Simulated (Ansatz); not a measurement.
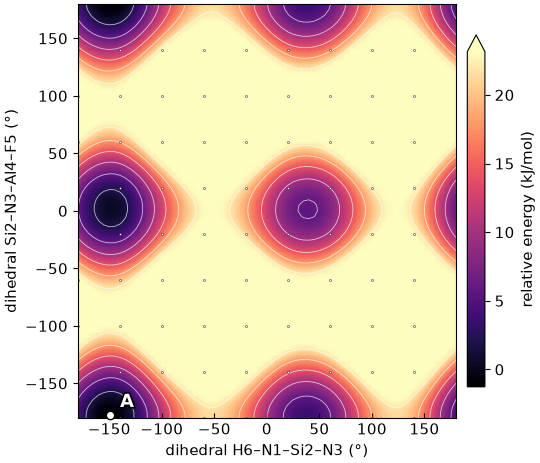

AlFH₆N₂Si, SMILES N[SiH2][NH][AlH][F]. 
- First axis: dihedral H6–N1–Si2–N3. Second axis: dihedral Si2–N3–Al4–F5.
- Nothing is relaxed (all other coordinates rigid).
- The grid has 9 × 9 points.
- Points are written as (first, second).
- All energies are given in kJ/mol relative to the relaxed molecule at the same level.
- The calculation used RKS r2SCAN-D4/def2-SVP (Ansatz).

The picture shows a smooth colour map with a few white contour lines, dots at the grid points, one colour for all values above the top of the scale, the well A. Between grid points the surface is interpolated.

Q: Estimate the position of the minimum and the force constants in these coordinates. Take the well at A.

A: The interpolated minimum is at dihedral H6–N1–Si2–N3 ≈ −149°, dihedral Si2–N3–Al4–F5 ≈ −178°. The curvatures there are about 0.44 eV/rad² and 0.53 eV/rad², with a cross term of about 0 eV/rad². Round the minimum the two coordinates are nearly uncoupled. (1 eV is 96.5 kJ/mol.)
